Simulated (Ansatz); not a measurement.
Input

```
crystal:
  periodic: [false, false, false]
  atoms:
    - {symbol: C, position_ang: [-0.245478, -0.166303, -0.915968]}
    - {symbol: C, position_ang: [0.972272, -0.007723, 0.017554]}
    - {symbol: Si, position_ang: [-0.666974, 0.151549, 0.854371]}
    - {symbol: H, position_ang: [-0.408704, -1.155840, -1.329937]}
    - {symbol: H, position_ang: [-0.398047, 0.622216, -1.645474]}
    - {symbol: H, position_ang: [1.567738, -0.898812, 0.186652]}
    - {symbol: H, position_ang: [1.579810, 0.878930, -0.130543]}
    - {symbol: H, position_ang: [-1.148896, 1.490408, 1.254478]}
    - {symbol: H, position_ang: [-1.163219, -0.960823, 1.691768]}
basis:
  gaussian: {orbitals: def2-TZVPP}
hamiltonian: {xc: pbe0, dispersion: d4}
output: {orbitals: {seedname: orbitals}}
```

Run with:

```sh
ansatz run in.yaml --threads 2 --pin off --events-out ev --progress --plain --max-ram 4352MiB
```

Geometry: PBE0-D4/def2-TZVP.

Theory: RKS PBE0-D4/def2-TZVPP in Ansatz.

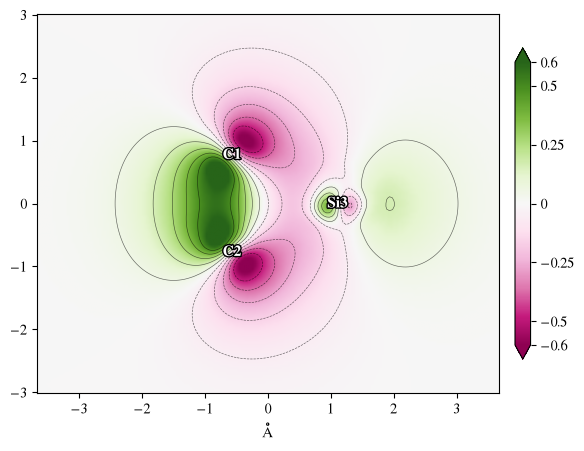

C$_{2}$H$_{6}$Si. The HOMO−1 on the plane of atoms C1, Si3 and C2 (values in Å⁻³ᐟ²; the overall sign is arbitrary).

What is the character of this orbital?

Answer. Its weight (Hirshfeld) is mainly on C1 (about 30 %), C2 (about 30 %) and Si3 (about 15 %). Its energy is −8.47 eV.
